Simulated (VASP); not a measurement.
Given:

```yaml
crystal:
  lattice:
    - [3.36530, 0.00000, 0.00000]
    - [0.00000, 3.36530, 0.00000]
    - [0.00000, 0.00000, 3.36530]
  atoms:
    - { symbol: Dy, position: [0.00000, 0.00000, 0.00000] }
    - { symbol: Rh, position: [0.50000, 0.50000, 0.50000] }
```

These are PBEsol GGA, VASP's PBE PAW potentials (set 64) (plane waves; VASP) values and carry that method's errors. Settings: 400 eV cut-off, 12×12×12 Γ-centred mesh, tetrahedra with Blöchl corrections, potentials Dy_3 Rh_pv.

The 4f electrons are frozen in the core of the lanthanide potential, so 4f levels, which can set the real gap, and their magnetism are missing.

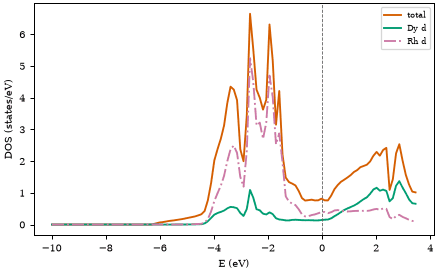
Fig. 1. Total and projected density of states, zero at the Fermi level

Within 2 eV below the Fermi level the largest weight inside VASP's projection spheres is Rh d.

It has no gap at this level: it comes out as a metal or semimetal.

The structure comes from a measured DyRh entry (Pm-3m) of the Crystallography Open Database, whose conditions weren't checked. It was relaxed first.
